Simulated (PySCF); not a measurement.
# C₈H₁₄Si (SMILES C#CC/C([SiH3])=C\CCC): what the fields show

```xyz
23

C     3.2215   -0.6644   -1.1912
C     2.4962   -0.3301   -0.2999
C     1.5848    0.0437    0.7626
C     0.3513   -0.8372    0.7392
Si    0.2208   -2.1121    2.1190
C    -0.5640   -0.7344   -0.2219
C    -0.5701    0.2087   -1.3833
C    -1.7715    1.1589   -1.3178
C    -1.6724    2.1117   -0.1332
H     3.8687   -0.9466   -1.9666
H     1.3076    1.0959    0.6429
H     2.1020   -0.0608    1.7208
H     1.3726   -3.0163    2.0604
H    -1.0288   -2.8589    1.9813
H     0.2465   -1.4055    3.4060
H    -1.4297   -1.3855   -0.1840
H    -0.6389   -0.3821   -2.3018
H     0.3539    0.7848   -1.4308
H    -2.6899    0.5729   -1.2353
H    -1.8239    1.7351   -2.2443
H    -0.7821    2.7321   -0.2173
H    -1.6181    1.5526    0.7986
H    -2.5415    2.7644   -0.0935
```

Geometry: GFN2-xTB.

Computed with PBE0/pcSseg-1, SCF density, gas phase, non-relativistic (PySCF 2.14.0).

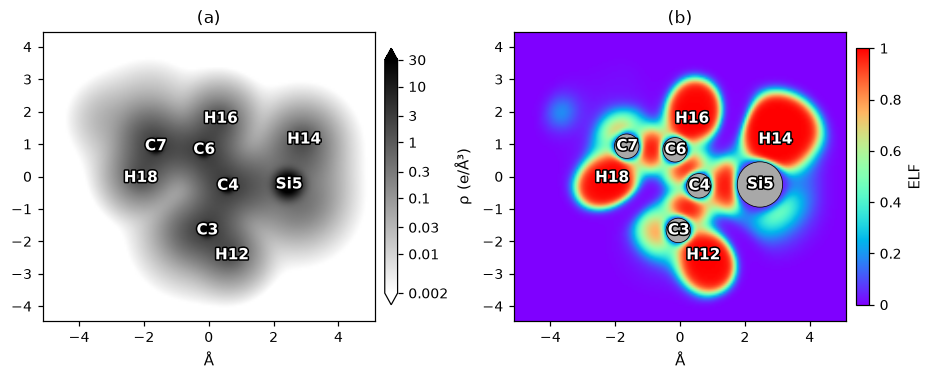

Figure 1. (a) total electron density; (b) electron localisation function on the plane of atoms Si5, C4 and C6. Grey discs cover the atomic cores in the ELF map.

Describe what can be read from this map.

Answer. Atoms in the plane: C, Si and H.
C–Si (1.88 Å): ρ at the midpoint is about 0.94 e/Å³; the ELF peaks at about 0.95 between the atoms: a shared electron pair.
C–C (1.33 Å): ρ at the midpoint is about 2.3 e/Å³; the ELF peaks at about 0.90 between the atoms; a multiple bond.
Si–H (1.46 Å): ρ at the midpoint is about 0.8 e/Å³; the ELF climbs to about 1 towards the hydrogen, as it does in any bond to H.

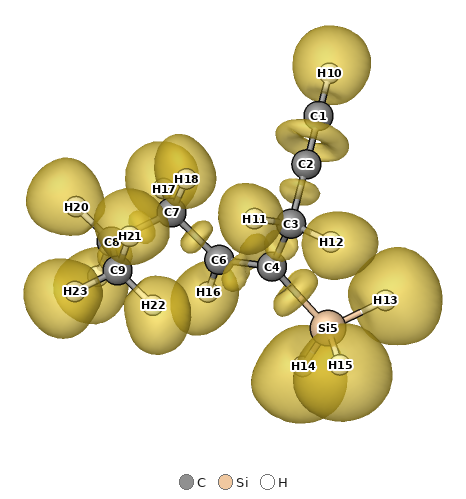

Figure 2. Isosurface of the ELF at 0.85 (yellow), seen across its widest extent. Only the valence region is drawn (cores and ρ < 0.01 e/Å³ removed).

What do the ELF domains correspond to?

Answer. The surface consists of seven regions between bonded C–C atoms (shared pairs), one region between bonded C–Si atoms (shared pairs) and 14 regions around hydrogen nuclei. Along the contacts the grid gives the following. C–C (1.20 Å): the ELF peaks at about 0.85 between the atoms; a multiple bond.

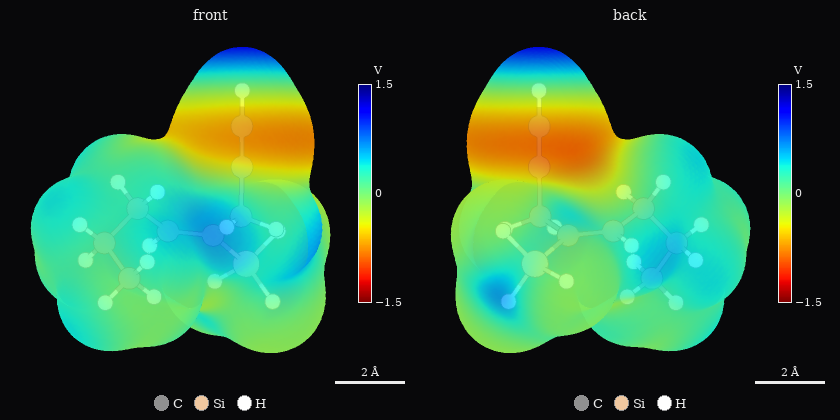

Figure 3. The electrostatic potential painted on the density surface at 0.001 e/bohr³, seen from the front and from behind; red is negative and blue positive.

Describe the electrostatic potential map.

Answer. The most negative region (about −0.9 V, or −21 kcal/mol for a unit charge) lies over C1, C2, C4 and C6, the most positive (about +1.0 V, or +23 kcal/mol for a unit charge) over H10.
